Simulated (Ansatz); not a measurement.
Cell of MgI2 on MgI2 (MgI2 octahedral (1T); facing atoms over hollows or bridges), with its geometry taken from a PBE+D3(BJ) run:

```xyz
6
Lattice="4.1333 0.0000 0.0000 -2.0667 3.5795 0.0000 0.0000 0.0000 27.9000" Properties=species:S:1:pos:R:3 pbc="T T T"
I      2.0667     1.1932     8.8418
Mg     0.0000     0.0000    10.5207
I      0.0000     2.3864    12.1965
I      0.0000     0.0000    15.7035
Mg     0.0000     2.3864    17.3793
I      2.0667     1.1932    19.0582
```

Calculation: r2SCAN (plane waves to 500 eV, PAW; Ansatz, a quantum-chemistry and plane-wave program). Scalar-relativistic, without spin–orbit coupling. Its k-point mesh 9×9×1, Fermi–Dirac width 0.01 eV. A dipole correction is on.

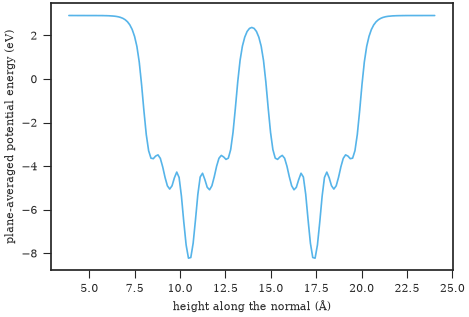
Figure: Smooth (PAW) electrostatic potential energy of an electron, averaged over planes, about its mean

The curve spans 11.1 eV over the stretch drawn.
